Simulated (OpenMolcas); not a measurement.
**Excited-state calculation, with input and output: AlHOF (part 1 of 4)**

System: AlHOF, multiplicity 2, SMILES [OH][Al][F].
Method: MC-PDFT (tLSDA)/ANO-R2, sfX2C (OpenMolcas 26.06).

The geometry comes from this level: GFN2-xTB.

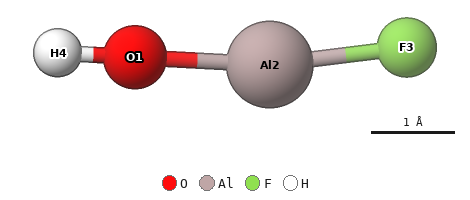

**Figure 1.** The structure as given in the input (ball-and-stick view, seen on its broad side; atoms are numbered from 1 in the order of the input). Sticks mark near contacts.

**Input file**
```
&GATEWAY
 Coord = mol.xyz
 Basis = ANO-R2
 Group = NoSym
 RICD

&SEWARD

&RASSCF
 FileOrb = $CurrDir/step2.RasOrb
 Spin = 2
 Nactel = 9 0 0
 Inactive = 11
 Ras2 = 9
 CIRoot = 4 4 1
 OrbListing = Few
 OrbAppear = Compact

&MCPDFT
 KSDFT = T:LSDA
```

**File mol.xyz**
```
4

O     -0.506270     0.699430    -0.520320
Al     0.224220    -0.460130     0.405330
F      1.206280    -1.600630     1.172170
H     -0.924230     1.361330    -1.057170
```

Run on 1 thread of Arm Neoverse V2, 24 GiB of memory available, shared host.

Launch command:
```bash
export MOLCAS_MEM=1860
pymolcas step5.input > step5.log
```

**What the program printed**
```
--- Start Module: gateway ---

                                              &GATEWAY

                       available to each process: 1.9 GB of memory, 1 thread

++    Symmetry information:
      ---------------------

                    Character Table for C1

                             E
                    a        1  x, y, xy, Rz, z, xz, Ry, yz, Rx, I
--

++    Basis set information:
      ----------------------

      Basis set label: O.ANO-R...4S4P2D1F.

      Electronic valence basis set:
      ------------------
      Associated Effective Charge   8.000000 au
      Associated Actual Charge      8.000000 au
      Nuclear Model: Finite nucleus - Gaussian distribution
        Gaussian exponent, Xi/bohr**(-2):  5.86314E+08

      Shell  nPrim  nBasis  Cartesian Spherical Contaminant
         s      13       4        X
         p       8       4        X
         d       4       2                 X
         f       3       1                 X

      Basis set label: AL.ANO-R...5S5P3D1F.

      Electronic valence basis set:
      ------------------
      Associated Effective Charge  13.000000 au
      Associated Actual Charge     13.000000 au
      Nuclear Model: Finite nucleus - Gaussian distribution
        Gaussian exponent, Xi/bohr**(-2):  4.43360E+08

      Shell  nPrim  nBasis  Cartesian Spherical Contaminant
         s      16       5        X
         p      11       5        X
         d       7       3                 X
         f       5       1                 X

      Basis set label: F.ANO-R...4S4P2D1F.

      Electronic valence basis set:
      ------------------
      Associated Effective Charge   9.000000 au
      Associated Actual Charge      9.000000 au
      Nuclear Model: Finite nucleus - Gaussian distribution
        Gaussian exponent, Xi/bohr**(-2):  5.35469E+08

      Shell  nPrim  nBasis  Cartesian Spherical Contaminant
         s      13       4        X
         p       8       4        X
         d       4       2                 X
         f       3       1                 X

      Basis set label: H.ANO-R...3S2P1D.

      Electronic valence basis set:
      ------------------
      Associated Effective Charge   1.000000 au
      Associated Actual Charge      1.000000 au
      Nuclear Model: Finite nucleus - Gaussian distribution
        Gaussian exponent, Xi/bohr**(-2):  2.12482E+09

      Shell  nPrim  nBasis  Cartesian Spherical Contaminant
         s       7       3        X
         p       4       2        X
         d       2       1                 X
--

++    Molecular structure info:
      -------------------------

                    ************************************************
                    **** Cartesian Coordinates / bohr, angstrom ****
                    ************************************************

     Center  Label                x              y              z                     x              y              z
        1      O1              -0.956712       1.321731      -0.983262             -0.506270       0.699430      -0.520320
        2      AL2              0.423714      -0.869520       0.765963              0.224220      -0.460130       0.405330
        3      F3               2.279539      -3.024752       2.215080              1.206280      -1.600630       1.172170
        4      H4              -1.746542       2.572541      -1.997762             -0.924230       1.361330      -1.057170

                    ***************************************
                    *    InterNuclear Distances / bohr    *
                    ***************************************

               1 O1            2 AL2           3 F3            4 H4
    1 O1       0.000000
    2 AL2      3.125211        0.000000
    3 F3       6.292426        3.192030        0.000000
    4 H4       1.793757        4.918939        8.080040        0.000000

                    *******************************************
                    *    InterNuclear Distances / angstrom    *
                    *******************************************

               1 O1            2 AL2           3 F3            4 H4
    1 O1       0.000000
    2 AL2      1.653790        0.000000
    3 F3       3.329809        1.689149        0.000000
    4 H4       0.949216        2.602991        4.275773        0.000000
--

            Nuclear Potential Energy             89.59048682 au

--- Stop Module: gateway /rc=_RC_ALL_IS_WELL_ ---
--- Module gateway spent 1 second ---

--- Start Module: seward ---

                                              &SEWARD

                       available to each process: 1.9 GB of memory, 1 thread

               SEWARD will generate:
                  Multipole Moment integrals up to order  2
                  Kinetic Energy integrals
                  Nuclear Attraction integrals (finite nuclei - Gaussian type)
                  One-Electron Hamiltonian integrals
                  Velocity integrals
                  Relativistic X2C integrals
                  Orbital angular momentum around (  0.5982  -0.9081   0.7146 )
                  Velocity quadrupole around (  0.5982  -0.9081   0.7146 )
                  Atomic mean-field integrals
                  RI decomposed two-electron repulsion integrals stored Cholesky style
                   - acCD auxiliary basis
                   - CD Threshold:   1.00E-04

                   Integrals are discarded if absolute value <: 1.00E-14
                   Integral cutoff threshold is set to       <: 1.00E-16

            Nuclear Potential Energy             89.59048682 au

      Basis set specifications :
      Symmetry species         a
      Basis functions          122

--- Stop Module: seward /rc=_RC_ALL_IS_WELL_ ---
--- Module seward spent 3 seconds ---

--- Start Module: rasscf ---

                                              &RASSCF

                       available to each process: 1.9 GB of memory, 1 thread

      Header of the ONEINT file:
      --------------------------

      OrdInt status: non-squared

      Cartesian coordinates in angstrom:
      -----------------------------------------------------
      No.  Label        X            Y            Z
      -----------------------------------------------------
       1   O1        -0.50627000   0.69943000  -0.52032000
       2   AL2        0.22422000  -0.46013000   0.40533000
       3   F3         1.20628000  -1.60063000   1.17217000
       4   H4        -0.92423000   1.36133000  -1.05717000
      -----------------------------------------------------
      Nuclear repulsion energy =   89.59048682

++    Wave function specifications:
      -----------------------------

      Number of closed shell electrons          22
      Number of electrons in active shells       9
      Max number of holes in RAS1 space          0
      Max nr of electrons in RAS3 space          0
      Number of inactive orbitals               11
      Number of active orbitals                  9
      Number of secondary orbitals             102
      Spin quantum number                      0.5
      State symmetry                             1
--

++    Orbital specifications:
      -----------------------

      Symmetry species                           1
                                                 a
      Frozen orbitals                            0
      Inactive orbitals                         11
      Active orbitals                            9
      RAS1 orbitals                              0
      RAS2 orbitals                              9
      RAS3 orbitals                              0
      Secondary orbitals                       102
      Deleted orbitals                           0
      Number of basis functions                122
--

++    CI expansion specifications:
      ----------------------------

      Number of CSFs                          8820
      Number of determinants                 15876
      Number of root(s) required                 4
      Root chosen for geometry opt.              4
      CI roots used                              1     2     3     4
      weights                                0.250 0.250 0.250 0.250
      highest root included in the CI            4
      max. size of the explicit Hamiltonian    200
--

++    Optimization specifications:
      ----------------------------

      RASSCF algorithm: LK RI/DF
      Maximum number of macro iterations       200
      Maximum number of SX iterations          100
      Threshold for RASSCF energy            1.000E-08
      Threshold for max MO rotation          1.000E-01
      Threshold for max BLB element          1.000E-04
      Level shift parameter                  5.000E-01
      Make Quasi-Newton update
--

      The MO-coefficients are taken from the file:
      step2.RasOrb
      Title: RASSCF average (pseudo-natural) orbitals

      Total molecular charge    0.00

      ************************************************************************************************************************
      *                                            Wave function control section                                             *
      ************************************************************************************************************************

                                         RASSCF iterations: Energy and convergence statistics
                                         ----------------------------------------------------

          iter iter root      energy       change     param      element    value   shift minimum  type update hh:mm:ss
 Nr of preliminary CI iterations:   5
        1   1    5    0  -417.49747314    0.00E+00  -3.25E-04   14  51 1 -6.82E-05   0.42   0.00    SX    NO    0:00:01
        2   1    5    0  -417.49747323   -9.12E-08*  1.17E-04   14  51 1 -2.77E-05   0.42   0.00    SX    NO    0:00:00
        3   2    5    0  -417.49747637   -3.13E-06*  9.85E-05   14  88 1  2.26E-05   0.42   0.00    SX    NO    0:00:00
        4   7    5    0  -417.49747804   -1.68E-06*  1.62E-04   14  51 1  3.01E-05   0.42   0.00    SX    NO    0:00:00
        5   3    5    0  -417.49747808   -3.11E-08*  2.16E-04   14  51 1  1.95E-05   0.42   1.85    QN   YES    0:00:00
        6   4    4    0  -417.49747809   -1.43E-08*  1.21E-04    3 113 1  1.79E-05   0.42   1.03    QN   YES    0:00:00
        7   7    4    0  -417.49747809   -3.22E-09   8.23E-04   13  83 1  7.26E-06   0.42   1.40    QN   YES    0:00:00
      Convergence after  7 iterations
        8   8    4    0  -417.49747810   -1.02E-08*  8.23E-04    3 113 1 -4.03E-05   0.42   1.40    QN   YES    0:00:00

      ************************************************************************************************************************
                                                      Wave function printout:
                       occupation of active orbitals, and spin coupling of open shells (u,d: Spin up or down)
      ************************************************************************************************************************

      Note: transformation to natural orbitals
      has been made, which may change the order of the CSFs.

      printout of CI-coefficients larger than  0.05 for root  1
      energy=    -417.602395
      conf/sym  111111111     Coeff  Weight
             1  2222u0000  -0.96120 0.92390
             6  22220u000   0.16870 0.02846
            14  22u2du000  -0.07133 0.00509
            20  2u22d00u0   0.08139 0.00662
           249  2202u0002  -0.05023 0.00252
           317  0222u0200  -0.07199 0.00518

      printout of CI-coefficients larger than  0.05 for root  2
      energy=    -417.492698
      conf/sym  111111111     Coeff  Weight
             1  2222u0000   0.16500 0.02723
             3  22u220000   0.12158 0.01478
             6  22220u000   0.95573 0.91342
             8  2222000u0   0.05781 0.00334
           843  22020u002   0.05168 0.00267
           927  02220u200   0.07091 0.00503

      printout of CI-coefficients larger than  0.05 for root  3
      energy=    -417.486132
      conf/sym  111111111     Coeff  Weight
             4  2u2220000   0.18342 0.03364
             6  22220u000   0.05630 0.00317
             8  2222000u0  -0.96088 0.92330
           126  22u20d0u0   0.05034 0.00253
           845  2202000u2  -0.05044 0.00254
           930  0222002u0   0.07148 0.00511

      printout of CI-coefficients larger than  0.05 for root  4
      energy=    -417.408688
      conf/sym  111111111     Coeff  Weight
             4  2u2220000  -0.90063 0.81114
             8  2222000u0  -0.19327 0.03735
            46  2ud22u000   0.06820 0.00465
            56  2022200u0  -0.12113 0.01467
            94  2uu22d000   0.09316 0.00868
            97  2uu22000d  -0.05045 0.00255
           138  2u2202000   0.21388 0.04575
           146  2u2200020   0.21004 0.04412
           733  0u2220200  -0.06719 0.00451

      Natural orbitals and occupation numbers for root  1
      sym 1:   1.978440   1.980272   1.970952   1.996386   1.001430   0.003983   0.021094   0.020280   0.027164

      Natural orbitals and occupation numbers for root  2
      sym 1:   1.977419   1.983925   1.961120   1.994834   0.042141   0.987031   0.020673   0.015873   0.016986

      Natural orbitals and occupation numbers for root  3
      sym 1:   1.977114   1.954310   1.972884   1.994335   0.081735   0.002164   0.020208   0.971315   0.025935

      Natural orbitals and occupation numbers for root  4
      sym 1:   1.978107   1.053883   1.980039   1.996261   1.727544   0.105717   0.020855   0.124016   0.013579

      ************************************************************************************************************************
      *                                                    Final results                                                     *
      ************************************************************************************************************************

++    Final optimization conditions:
      ------------------------------

      Average CI energy                            -417.49747810
      RASSCF energy for state  4                   -417.40868822
      Super-CI energy                                -0.00000000
      RASSCF energy change                            0.00000000
      Max change in MO coefficients               6.558E-04
      Max non-diagonal density matrix element     8.231E-04
      Maximum BLB matrix element                 -4.031E-05
      (orbital pair   3, 113 in symmetry   1)
      Norm of electronic gradient            1.733E-01
--

      Final state energy(ies):
      ------------------------

::    RASSCF root number  1 Total energy:   -417.60239479
::    RASSCF root number  2 Total energy:   -417.49269772
::    RASSCF root number  3 Total energy:   -417.48613168
::    RASSCF root number  4 Total energy:   -417.40868822

++    Molecular orbitals:
      -------------------

      Pseudonatural active orbitals and approximate occupation numbers

      MOLECULAR ORBITALS FOR SYMMETRY SPECIES 1: a

      INDEX  ENERGY  OCCUPATION COEFFICIENTS ...
          1  -58.6479    2.0000
                34 AL2    1s     ( 0.9995)
          2  -26.2641    2.0000
                76 F3     1s     ( 1.0000)
          3  -20.6377    2.0000
                 1 O1     1s     ( 0.9999)
          4   -4.9537    2.0000
                35 AL2    2s     (-0.9974)
          5   -3.2500    2.0000
                39 AL2    2px    (-0.2578)  44 AL2    2py    ( 0.7031)  49 AL2    2pz    (-0.6597)
          6   -3.2491    2.0000
                39 AL2    2px    (-0.3041)  44 AL2    2py    (-0.7086)  49 AL2    2pz    (-0.6365)
          7   -3.2489    2.0000
                39 AL2    2px    ( 0.9164)  49 AL2    2pz    (-0.3979)
          8   -1.5238    2.0000
                77 F3     2s     (-0.9129)
          9   -0.6542    2.0000
                36 AL2    3s     (-0.2126)  77 F3     2s     ( 0.1861)  80 F3     2px    ( 0.5245)  84 F3     2py    (-0.6119)
                88 F3     2pz    ( 0.4129)
         10   -0.6071    2.0000
                80 F3     2px    (-0.7121)  84 F3     2py    (-0.2139)  88 F3     2pz    ( 0.5914)
         11   -0.6070    2.0000
                80 F3     2px    ( 0.3021)  84 F3     2py    ( 0.6670)  88 F3     2pz    ( 0.6049)
         12   -0.8593    1.9771
                 2 O1     2s     ( 0.1621)   5 O1     2px    (-0.3419)   9 O1     2py    ( 0.4211)  13 O1     2pz    (-0.3049)
                36 AL2    3s     (-0.2338)  45 AL2    3py    (-0.1043) 109 H4     1s     ( 0.3980) 110 H4     2s     (-0.2309)

         13   -0.5132    1.7350
                 5 O1     2px    ( 0.2628)   9 O1     2py    ( 0.6264)  13 O1     2pz    ( 0.5707)  45 AL2    3py    ( 0.1132)
                50 AL2    3pz    ( 0.1049)
         14   -0.5813    1.9660
                 5 O1     2px    ( 0.7206)   9 O1     2py    ( 0.1525)  13 O1     2pz    (-0.4992)  40 AL2    3px    ( 0.1146)

         15   -1.3141    1.9953
                 2 O1     2s     (-0.8288)   5 O1     2px    (-0.1476)   9 O1     2py    ( 0.1309)  36 AL2    3s     (-0.1662)

         16   -0.0846    0.7134
                 2 O1     2s     (-0.2357)   3 O1     3s     ( 0.1460)   9 O1     2py    ( 0.1152)  13 O1     2pz    (-0.1023)
                36 AL2    3s     ( 0.7996)  37 AL2    4s     ( 0.1584)  54 AL2    3d2-   ( 0.1310)  57 AL2    3d1-   ( 0.1330)
                77 F3     2s     (-0.1051)  80 F3     2px    ( 0.1273)  84 F3     2py    (-0.1410)
         17    0.0657    0.2833
                 5 O1     2px    (-0.2963)  13 O1     2pz    ( 0.1775)  40 AL2    3px    ( 0.8474)  45 AL2    3py    ( 0.2082)
                50 AL2    3pz    (-0.6410)  80 F3     2px    (-0.1816)  88 F3     2pz    ( 0.1583)
         18    0.7873    0.0214
                 2 O1     2s     (-0.3153)   3 O1     3s     ( 0.1178)   4 O1     4s     (-0.1502)   5 O1     2px    ( 0.2970)
                 6 O1     3px    (-0.2529)   9 O1     2py    (-0.4180)  10 O1     3py    ( 0.2699)  13 O1     2pz    ( 0.3227)
                14 O1     3pz    (-0.1797)  36 AL2    3s     (-0.1006) 109 H4     1s     ( 0.5772) 110 H4     2s     (-0.3939)

         19    0.0706    0.2911
                 5 O1     2px    (-0.1197)   9 O1     2py    (-0.2747)  13 O1     2pz    (-0.2474)  40 AL2    3px    ( 0.3248)
                45 AL2    3py    ( 0.7334)  50 AL2    3pz    ( 0.6649)  84 F3     2py    (-0.1620)  88 F3     2pz    (-0.1484)
```
